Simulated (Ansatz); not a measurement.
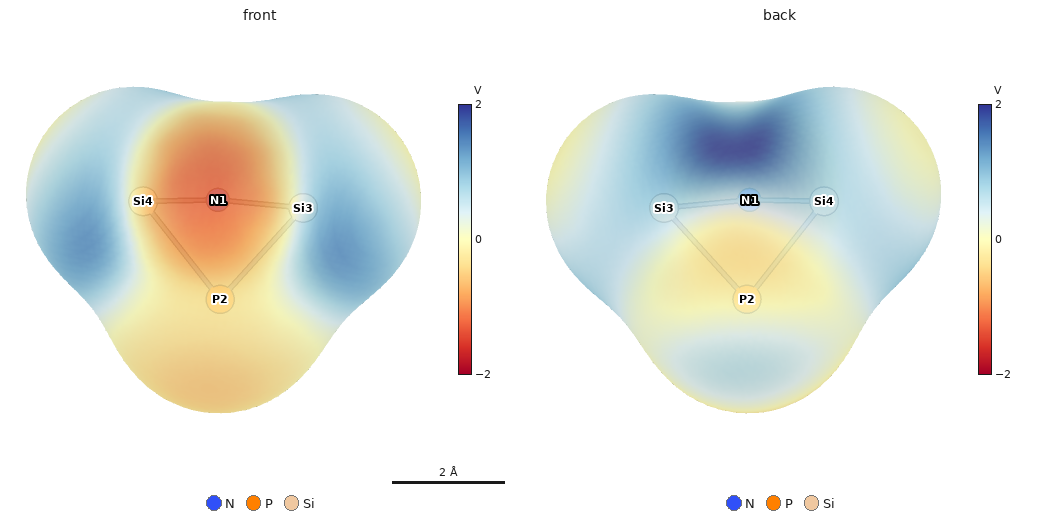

Figure 1: NPSi₂. The molecular electrostatic potential painted on the density surface at 0.002 e/bohr³, seen from the front and from behind; the colour scale runs from red (negative) to blue (positive).

Geometry: PBE0-D3(BJ)/def2-SVP.

Method: isolated molecule in a Gaussian basis; Kohn-Sham density functional theory, functional PBE0 in Ansatz 0.2.0.

```yaml
atoms:
  - { symbol: N, position_ang: [0.4514, 0.1731, -0.3534] }
  - { symbol: P, position_ang: [-1.2995, 1.2300, 0.1963] }
  - { symbol: Si, position_ang: [0.6353, 1.8693, -0.7259] }
  - { symbol: Si, position_ang: [0.1093, -0.0770, 1.3408] }
```

**Where is the surface potential most negative and most positive?**

The most negative region (about −1.2 V, or −28 kcal/mol for a unit charge) lies over N1, the most positive (about +1.8 V, or +42 kcal/mol for a unit charge) over Si3 and Si4. N1 is the likeliest acceptor of a hydrogen bond.

**What dipole moment does the calculation give?**

Its dipole moment is 1.03 D.
